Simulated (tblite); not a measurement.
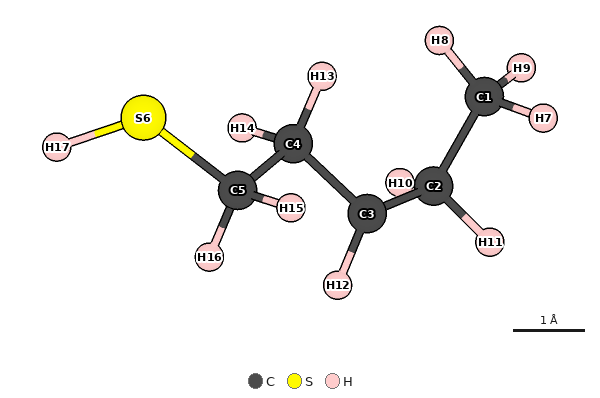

**Figure 1.** The input geometry (ball-and-stick view, seen at a tilt; atoms are numbered from 1 in the order of the input). Bond lengths as drawn: C–C 1.49 to 1.53 Å, C–H 1.10 to 1.13 Å, C–S 1.79 Å and H–S 1.41 Å.

# Geometry relaxation of C5H11S (part 1 of 2)

C5H11S, multiplicity 2, computed with GFN2-xTB geometry optimisation, gas phase (tblite 0.8.0).

It belongs to a series of runs on one base structure; here: H removed from sp3 C.

### Output
```
step      E/eV     max force
  0    -529.23687    1.942
  1    -529.49503    1.361
  2    -529.63337    0.707
  3    -529.70790    0.794
  4    -529.77527    0.509
  5    -529.81603    0.555
  6    -529.84807    0.437
  7    -529.86869    0.345
  8    -529.88155    0.197
  9    -529.88894    0.191
 10    -529.89557    0.202
 11    -529.90097    0.199
 12    -529.90542    0.141
 13    -529.90960    0.140
 14    -529.91335    0.137
 15    -529.91629    0.144
 16    -529.91883    0.110
 17    -529.92172    0.117
 18    -529.92556    0.152
 19    -529.93052    0.206
 20    -529.93610    0.200
 21    -529.94163    0.165
 22    -529.94670    0.156
 23    -529.95123    0.154
 24    -529.95541    0.189
 25    -529.95959    0.174
 26    -529.96440    0.161
 27    -529.97073    0.229
 28    -529.97857    0.274
 29    -529.98640    0.240
 30    -529.99293    0.209
 31    -529.99659    0.107
 32    -529.99587    0.274
 33    -529.99931    0.102
 34    -530.00018    0.063
 35    -530.00206    0.085
 36    -530.00277    0.073
 37    -530.00363    0.070
 38    -530.00425    0.049
 39    -530.00496    0.058
 40    -530.00558    0.053
 41    -530.00604    0.044
 42    -530.00633    0.038
 43    -530.00656    0.033
 44    -530.00680    0.035
 45    -530.00702    0.030
 46    -530.00724    0.036
 47    -530.00749    0.039
 48    -530.00783    0.054
 49    -530.00826    0.051
 50    -530.00874    0.056
 51    -530.00916    0.053
 52    -530.00952    0.044
 53    -530.00982    0.040
 54    -530.01005    0.033
 55    -530.01025    0.034
 56    -530.01049    0.038
 57    -530.01076    0.043
 58    -530.01105    0.044
 59    -530.01130    0.043
 60    -530.01152    0.059
 61    -530.01179    0.051
 62    -530.01232    0.073
 63    -530.01278    0.054
 64    -530.01318    0.070
 65    -530.01354    0.037
 66    -530.01392    0.040
 67    -530.01439    0.068
 68    -530.01509    0.087
 69    -530.01616    0.134
 70    -530.01706    0.079
 71    -530.01797    0.159
 72    -530.01890    0.080
 73    -530.01981    0.073
 74    -530.02031    0.078
 75    -530.02097    0.098
 76    -530.02147    0.058
 77    -530.02198    0.043
 78    -530.02245    0.051
 79    -530.02278    0.058
 80    -530.02300    0.033
 81    -530.02320    0.025
 82    -530.02346    0.035
 83    -530.02366    0.033
 84    -530.02385    0.031
 85    -530.02400    0.030
 86    -530.02421    0.035
 87    -530.02449    0.042
 88    -530.02484    0.052
 89    -530.02529    0.065
 90    -530.02596    0.077
 91    -530.02708    0.117
 92    -530.02845    0.143
 93    -530.03064    0.122
 94    -530.03260    0.068
 95    -530.03322    0.058
 96    -530.03378    0.056
 97    -530.03460    0.054
 98    -530.03526    0.061
 99    -530.03575    0.066
100    -530.03609    0.053
101    -530.03644    0.042
102    -530.03674    0.034
103    -530.03693    0.031
104    -530.03709    0.033
105    -530.03723    0.028
106    -530.03738    0.022
107    -530.03752    0.025
108    -530.03769    0.033
109    -530.03794    0.033
110    -530.03833    0.035
111    -530.03885    0.046
112    -530.03940    0.043
113    -530.03989    0.067
114    -530.04007    0.077
115    -530.04078    0.074
116    -530.04131    0.090
117    -530.04222    0.069
118    -530.04270    0.063
119    -530.04328    0.063
120    -530.04371    0.062
121    -530.04434    0.055
122    -530.04485    0.041
123    -530.04523    0.037
124    -530.04548    0.044
125    -530.04565    0.043
126    -530.04584    0.024
127    -530.04597    0.034
128    -530.04610    0.027
129    -530.04620    0.020
130    -530.04627    0.013
131    -530.04631    0.015
132    -530.04636    0.014
133    -530.04641    0.015
134    -530.04647    0.022
135    -530.04652    0.024
136    -530.04657    0.022
137    -530.04663    0.018
138    -530.04673    0.018
139    -530.04686    0.022
140    -530.04701    0.024
141    -530.04713    0.023
142    -530.04720    0.028
143    -530.04725    0.030
144    -530.04731    0.028
145    -530.04738    0.026
146    -530.04747    0.023
147    -530.04757    0.020
148    -530.04768    0.023
149    -530.04781    0.017
150    -530.04793    0.017
151    -530.04800    0.014
152    -530.04802    0.014
153    -530.04806    0.012
154    -530.04809    0.015
155    -530.04812    0.018
156    -530.04815    0.019
157    -530.04819    0.019
158    -530.04826    0.024
159    -530.04840    0.032
160    -530.04802    0.090
161    -530.04871    0.023
162    -530.04894    0.018
163    -530.04697    0.189
164    -530.04927    0.019
165    -530.04948    0.021
166    -530.04792    0.183
167    -530.04981    0.021
168    -530.05008    0.025
169    -530.04839    0.203
170    -530.05047    0.031
171    -530.05077    0.041
172    -530.04871    0.208
173    -530.05129    0.049
174    -530.05165    0.053
175    -530.05020    0.219
176    -530.05257    0.047
177    -530.05312    0.055
178    -530.05256    0.201
179    -530.05487    0.063
180    -530.05576    0.052
181    -530.05709    0.219
182    -530.05942    0.067
183    -530.06122    0.068
184    -530.06377    0.148
185    -530.06635    0.188
186    -530.06626    0.345
187    -530.07094    0.175
188    -530.07072    0.246
189    -530.07421    0.093
190    -530.07110    0.282
191    -530.07628    0.128
192    -530.06983    0.491
193    -530.07876    0.089
194    -530.07987    0.094
195    -530.08181    0.096
196    -530.08371    0.086
197    -530.08456    0.148
198    -530.08507    0.097
199    -530.08593    0.102
200    -530.08680    0.066
201    -530.08749    0.099
202    -530.08780    0.058
203    -530.08800    0.038
204    -530.08820    0.041
205    -530.08848    0.043
206    -530.08871    0.036
207    -530.08892    0.034
208    -530.08910    0.026
209    -530.08921    0.018
210    -530.08929    0.020
211    -530.08935    0.020
212    -530.08941    0.016
213    -530.08946    0.012
214    -530.08949    0.011
215    -530.08951    0.012
216    -530.08953    0.011
217    -530.08955    0.011
218    -530.08956    0.010
```

### Trajectory as extended XYZ (Å, eV, eV/Å), 13 of the 219 frames kept, from step=0 to step=218
```
17
Properties=species:S:1:pos:R:3:forces:R:3 step=0 energy=-529.23687
C    -2.2190    0.8040   -0.0664   -1.5640   0.8350  -0.7260
C    -1.7173   -0.5716    0.2667   -0.2230  -1.1370  -0.8910
C    -0.3044   -0.7429   -0.1996   -0.2460  -0.4630   1.8700
C     0.6976    0.2130    0.3446    0.6120   0.1130  -0.0880
C     2.0217   -0.1981   -0.3038   -0.8360  -1.5610   0.2910
S     3.3842    0.8302    0.2258    1.3490   0.6620   0.3130
H    -2.5097    0.7684   -1.1620    0.6060   0.5750   1.1330
H    -1.5129    1.6227    0.1568   -0.4970  -0.5420  -0.2470
H    -3.1748    1.0080    0.4714    0.6900  -0.0320  -0.2630
H    -1.8740   -0.8301    1.3458    0.3420   0.1810  -0.6000
H    -2.3506   -1.2781   -0.3431    0.4350   0.2650   0.8140
H     0.0770   -1.7762   -0.1809   -0.3870   0.4190  -0.4010
H     0.4842    1.2615    0.0904    0.0000  -0.2950   0.1450
H     0.8353    0.1469    1.4591   -0.3850   0.0480  -0.6280
H     1.8339   -0.1643   -1.4033    0.8360   0.0880   0.7120
H     2.1734   -1.2622    0.0270    0.3450   0.8460  -0.5800
H     4.1484    0.1807    1.2102   -1.0770  -0.0010  -0.8530
17
Properties=species:S:1:pos:R:3:forces:R:3 step=18 energy=-529.92556
C    -2.3011    0.8164   -0.0920    0.0950  -0.0940   0.0440
C    -1.7571   -0.5752    0.2729    0.0310   0.0620   0.0170
C    -0.3154   -0.7994   -0.0145   -0.0670   0.0190  -0.0200
C     0.7587    0.1576    0.3622   -0.0760  -0.1090  -0.0210
C     2.0770   -0.2247   -0.2973    0.0630   0.0520   0.0220
S     3.4599    0.8914    0.1796   -0.0930  -0.0200  -0.1190
H    -2.4605    0.8963   -1.1656    0.0320   0.0090   0.0540
H    -1.6066    1.5937    0.2148   -0.0570   0.0060   0.0220
H    -3.2458    0.9853    0.4218    0.0070  -0.0040  -0.1170
H    -1.9440   -0.7170    1.3533    0.0580  -0.0240  -0.0850
H    -2.3420   -1.3337   -0.2572    0.0250   0.0330   0.1110
H    -0.0160   -1.7889   -0.3277   -0.0190   0.1060   0.0150
H     0.4926    1.1786    0.0601    0.0510  -0.0850   0.0870
H     0.8991    0.1724    1.4568   -0.0270   0.0470  -0.0430
H     1.9825   -0.1586   -1.3805    0.0790   0.0470  -0.0060
H     2.3912   -1.2299   -0.0286   -0.0660  -0.0680  -0.0170
H     3.9205    0.1476    1.1801   -0.0370   0.0220   0.0570
17
Properties=species:S:1:pos:R:3:forces:R:3 step=36 energy=-530.00277
C    -2.2775    0.8155   -0.0852    0.0490  -0.0480   0.0110
C    -1.7272   -0.5445    0.3768    0.0240   0.0160   0.0160
C    -0.3303   -0.7987   -0.0547   -0.0110  -0.0200   0.0330
C     0.7922    0.0913    0.3344   -0.0440  -0.0080   0.0020
C     2.0905   -0.2802   -0.3682    0.0290   0.0380   0.0240
S     3.4889    0.8049    0.1046   -0.0600  -0.0110  -0.0400
H    -2.1256    0.9332   -1.1552   -0.0310   0.0170  -0.0020
H    -1.7758    1.6296    0.4315    0.0020  -0.0020  -0.0240
H    -3.3421    0.8778    0.1276    0.0190   0.0060  -0.0010
H    -1.7963   -0.5685    1.4756    0.0060   0.0010  -0.0220
H    -2.3724   -1.3389   -0.0066    0.0440   0.0370   0.0000
H    -0.0994   -1.7338   -0.5330    0.0250   0.0060  -0.0390
H     0.5513    1.1350    0.1038   -0.0120   0.0220   0.0090
H     0.9418    0.0508    1.4262    0.0420   0.0000   0.0010
H     1.9996   -0.1469   -1.4460   -0.0220  -0.0190   0.0100
H     2.3856   -1.3077   -0.1595   -0.0170  -0.0200   0.0050
H     3.5897    0.3931    1.3664   -0.0410  -0.0150   0.0180
17
Properties=species:S:1:pos:R:3:forces:R:3 step=54 energy=-530.01005
C    -2.2540    0.8080   -0.0903   -0.0080  -0.0030  -0.0030
C    -1.7167   -0.5492    0.3952    0.0010   0.0120  -0.0110
C    -0.3227   -0.8042   -0.0340    0.0020  -0.0280   0.0030
C     0.7976    0.0840    0.3555   -0.0020  -0.0150   0.0030
C     2.0793   -0.2906   -0.3710    0.0200   0.0090  -0.0050
S     3.4788    0.7879    0.0906    0.0000   0.0110  -0.0100
H    -2.1171    0.8976   -1.1656   -0.0230   0.0180   0.0120
H    -1.7337    1.6274    0.3989    0.0000  -0.0120  -0.0200
H    -3.3141    0.8921    0.1353   -0.0010   0.0020   0.0040
H    -1.7904   -0.5613    1.4921    0.0110   0.0130  -0.0120
H    -2.3612   -1.3419    0.0111    0.0050   0.0040   0.0160
H    -0.1023   -1.6746   -0.6264   -0.0070   0.0130  -0.0050
H     0.5577    1.1332    0.1412   -0.0080  -0.0090  -0.0110
H     0.9688    0.0365    1.4432   -0.0020  -0.0270   0.0180
H     1.9648   -0.1594   -1.4461    0.0090   0.0020  -0.0130
H     2.3715   -1.3212   -0.1687   -0.0140  -0.0030   0.0100
H     3.4869    0.4477    1.3775    0.0150   0.0110   0.0220
17
Properties=species:S:1:pos:R:3:forces:R:3 step=73 energy=-530.01981
C    -2.2607    0.8029   -0.1166   -0.0400   0.0350  -0.0140
C    -1.7020   -0.5340    0.4062    0.0020   0.0070  -0.0120
C    -0.3304   -0.8119   -0.0750    0.0110  -0.0340  -0.0450
C     0.8104    0.0129    0.3897   -0.0010   0.0090  -0.0090
C     2.0996   -0.3162   -0.3463   -0.0330  -0.0190   0.0120
S     3.4621    0.8180    0.0951   -0.0060   0.0160   0.0160
H    -2.2670    0.8135   -1.2042    0.0080  -0.0160   0.0150
H    -1.6575    1.6363    0.2345   -0.0110  -0.0130  -0.0020
H    -3.2790    0.9410    0.2386   -0.0040   0.0100  -0.0050
H    -1.7105   -0.4871    1.5018   -0.0110   0.0060   0.0090
H    -2.3771   -1.3314    0.0919    0.0280  -0.0350   0.0190
H    -0.1668   -1.5552   -0.8370   -0.0060   0.0620   0.0390
H     0.5837    1.0788    0.2491    0.0250   0.0220  -0.0160
H     0.9543   -0.1129    1.4746    0.0400  -0.0360  -0.0160
H     1.9704   -0.1874   -1.4213    0.0170   0.0030   0.0190
H     2.4290   -1.3368   -0.1493   -0.0100   0.0060   0.0150
H     3.4346    0.5815    1.4067   -0.0070  -0.0220  -0.0240
17
Properties=species:S:1:pos:R:3:forces:R:3 step=91 energy=-530.02708
C    -2.3059    0.7806   -0.1460   -0.0580   0.0010  -0.0310
C    -1.6897   -0.5070    0.4315    0.0630  -0.0310   0.0070
C    -0.3359   -0.7667   -0.1040    0.0460   0.0580   0.0480
C     0.8306   -0.0135    0.4137    0.0640  -0.0040  -0.0160
C     2.1167   -0.3324   -0.3342   -0.0300  -0.0860   0.0020
S     3.4714    0.8076    0.1087    0.0260   0.0430  -0.0110
H    -2.3734    0.7158   -1.2281    0.0230  -0.0100  -0.0460
H    -1.6918    1.6405    0.1118   -0.0580  -0.0120   0.0060
H    -3.3077    0.9235    0.2509    0.0080   0.0460   0.0350
H    -1.6415   -0.3972    1.5171   -0.0140   0.0160   0.0830
H    -2.3473   -1.3462    0.1991   -0.0300  -0.0020  -0.0200
H    -0.2223   -1.3549   -0.9932    0.0080  -0.0610  -0.1000
H     0.6414    1.0690    0.3512    0.0070  -0.0010  -0.0150
H     0.9739   -0.2287    1.4839   -0.0100   0.0240  -0.0100
H     1.9975   -0.2148   -1.4120   -0.0440   0.0570   0.0470
H     2.4500   -1.3510   -0.1332    0.0030  -0.0080   0.0090
H     3.4270    0.5875    1.4210   -0.0020  -0.0280   0.0110
```
